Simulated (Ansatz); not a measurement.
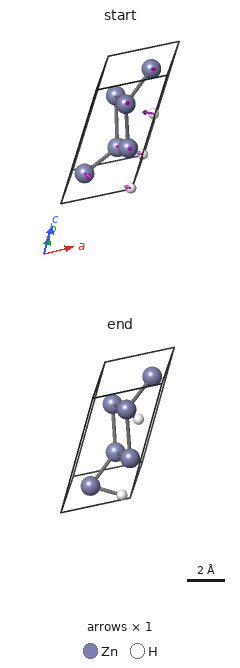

The structure of crystalline Zn3H (a generated structure, set up in P1) (coarse preliminary run) before (top) and after (bottom) a relaxation, at one scale. The purple arrows give the displacements (the part carried along by the change of the cell is left out), at their true length.

A ball-and-stick model of the cell of the calculation, reduced to other axes, seen from a free direction. Lengths and directions refer to the drawn axes.

Method: DFT PBE, scalar-relativistic, plane waves, PAW (Ansatz).

The input:
```yaml
crystal:
  lattice:
    - [0.0380943584, 3.038502739, 2.9532064901]
    - [2.9470923319, 3.0334971843, 0.0430999131]
    - [-2.9759046568, 6.0527067804, -2.9670021509]
  atoms:
    - { symbol: Zn, position: [0.801815551, 0.7824972633, 0.7707395587] }
    - { symbol: Zn, position: [0.2379829925, 0.2340205685, 0.2675358689] }
    - { symbol: Zn, position: [0.3288758239, 0.4040198981, 0.8765708617] }
    - { symbol: Zn, position: [0.9446751236, 0.7987264424, 0.3563608536] }
    - { symbol: Zn, position: [0.1152144553, 0.1546510301, 0.6369809648] }
    - { symbol: Zn, position: [0.6157238328, 0.6275936407, 0.1023728667] }
    - { symbol: H, position: [0.4673566372, 0.4865347672, 0.4967992145] }
    - { symbol: H, position: [-0.0116444163, 0.0119563897, -0.0073601888] }
basis:
  ecutwfc: 420
kpoints:
  mp_grid: { grid: [6, 6, 6] }
hamiltonian:
  xc: pbe
scf:
  occupations: { method: gaussian, width: 0.1 }
output:
  forces: true
  stress: true
  eigenvalues: true
relax:
  adjacent_minimum: "off"
  f_tol: 0.015
  max_steps: 120
  cell: { stress_tol: 0.15 }
```

Launched with:
```bash
ansatz run input.yaml --threads 1 --pin off --max-ram 2048MiB --backend cpu --events-out ev --progress --plain --runs-dir out
```

Question: Summarise the run.

Answer: The run was cut off at its time limit before the relaxation converged, so the last structure is only a point on the way. After 5 geometry steps the energy has fallen by 2.127 eV per cell of the calculation. The largest force component goes from 2.3 to 0.5 eV/Å. The pressure goes from 6.04 to 0.97 GPa. The largest move relative to the cell is that of H7, 0.79 Å roughly along [−1 1 0]. Largest moves by element: H 0.79 Å, Zn 0.56 Å. Cell: a 4.115 → 4.071 Å (−1.1 %), b 4.230 → 4.482 Å (+6.0 %), c 7.295 → 7.254 Å (−0.6 %), α 90.0° → 89.5°, β 73.7° → 76.0°, γ 61.0° → 59.2°. Volume +3.8 %. Near-neighbour distances that change, for instance: Zn3–H8 2.645 → 1.784 Å, Zn5–H7 2.378 → 1.752 Å, Zn4–H7 2.281 → 1.682 Å, Zn1–Zn3 2.165 → 2.617 Å. New bonds form: Zn3–H8 (2.64 → 1.78 Å), Zn4–H7 (2.28 → 1.68 Å), Zn5–H7 (2.38 → 1.75 Å). Among the angles between lasting bonds that change: Zn1–Zn3–Zn1 123.4° → 100.9°, Zn1–Zn5–Zn2 108.2° → 93.4°, Zn1–Zn3–Zn6 113.0° → 126.3°. The space group stays P1 (No. 1). The run took 5.4 min on 1 thread of Intel(R) Xeon(R) Platinum 8375C CPU @ 2.90GHz (Ice Lake) (shared host), peak memory 0.67 GiB.
